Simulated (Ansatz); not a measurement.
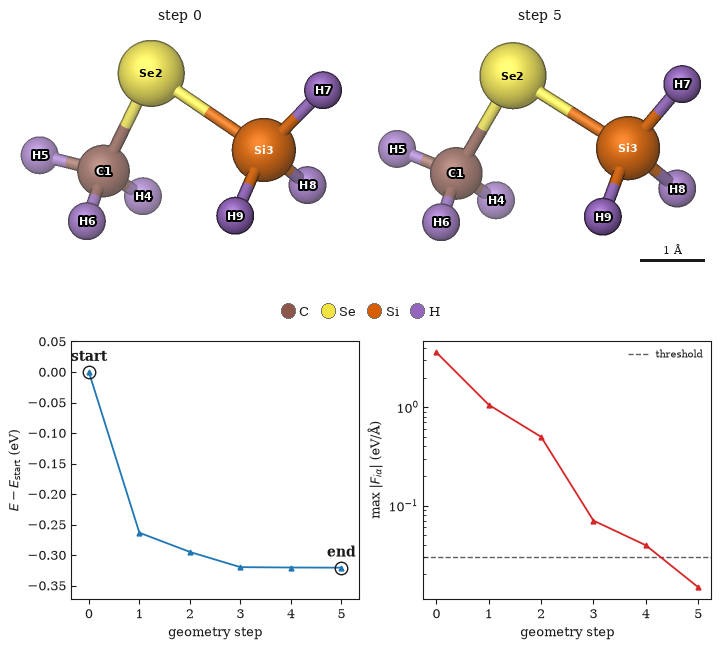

First and last geometry of a relaxation of CH6SeSi (coarse preliminary run), with the history of the run. The picture is a ball-and-stick view, seen at a tilt.

The start comes from a force field.

All numbers below come from RKS PBE-D4/def2-SVP in Ansatz 0.2.0.

Input file:
```yaml
crystal:
  periodic: [false, false, false]
  atoms:
    - {symbol: C, position_ang: [-0.601700, 0.907200, -1.012900]}
    - {symbol: Se, position_ang: [1.211500, 0.461500, -0.758400]}
    - {symbol: Si, position_ang: [0.649700, -0.929300, 0.956600]}
    - {symbol: H, position_ang: [-1.171400, 0.060100, -1.277700]}
    - {symbol: H, position_ang: [-0.718300, 1.667800, -1.880800]}
    - {symbol: H, position_ang: [-1.053700, 1.440000, -0.106100]}
    - {symbol: H, position_ang: [1.935000, -1.547400, 1.500500]}
    - {symbol: H, position_ang: [-0.191000, -1.962400, 0.483100]}
    - {symbol: H, position_ang: [0.028400, -0.143800, 2.078600]}
basis:
  gaussian: {orbitals: def2-SVP}
hamiltonian: {xc: pbe, dispersion: d4}
relax: {f_tol: 0.03, max_steps: 200}
```

Question: What do the curves and the structures tell?

Answer: It converged. The energy falls by 0.321 eV in 5 geometry steps. The largest force component goes from 3.6 to 0.015 eV/Å. The largest move after the best rigid fit is that of H8, 0.17 Å. By element the largest moves are H 0.17 Å, C 0.13 Å, Si 0.10 Å, Se 0.05 Å. Among the contacts that change: C1–Se2 1.884 → 1.978 Å, Si3–H8 1.414 → 1.507 Å, C1–H5 1.160 → 1.106 Å, C1–H4 1.055 → 1.106 Å. Among the angles between lasting bonds that change: C1–Se2–Si3 90.5° → 96.6°, H5–C1–H6 104.3° → 109.3°, H8–Si3–H9 112.7° → 107.9°. The run took of the order of 30 core-seconds on a shared host.
